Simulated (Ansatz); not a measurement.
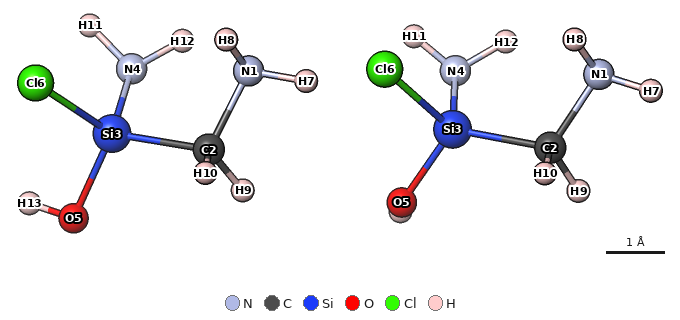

Two geometries of CH7ClN2OSi, drawn at one scale. One is the start of a relaxation, the other its converged end. Style: ball-and-stick. Shown at a tilt.

These are results of RKS r2SCAN-D4/STO-3G in Ansatz, not measurements. (no spin polarisation; force threshold 0.02 eV/Å; at most 40 steps)

Question: Which one is relaxed?

Answer: The left one is the relaxed one. The run prepares the start of a later molecular dynamics calculation, from a guessed geometry. The largest move after the best rigid fit is that of H13, 0.64 Å. Largest moves by element: H 0.64 Å, O 0.35 Å, Cl 0.29 Å, N 0.28 Å, Si 0.09 Å, C 0.04 Å. Among the contacts that change: N4–H11 0.935 → 1.048 Å, Si3–Cl6 2.075 → 2.152 Å, Si3–O5 1.619 → 1.689 Å, N1–H7 0.991 → 1.061 Å. Bond angles that change, for instance: Si3–O5–H13 115.3° → 104.8°, N4–Si3–O5 104.1° → 114.5°, H7–N1–H8 110.8° → 101.5°. Groups turn about Si3–O5 by about 65°. The energy falls by 29.9 kcal/mol in 16 geometry steps. Largest force component: 6.3 eV/Å at the start, 0.011 eV/Å at the end.

Limits of the set-up: STO-3G is a minimal basis, so the numbers are rough.
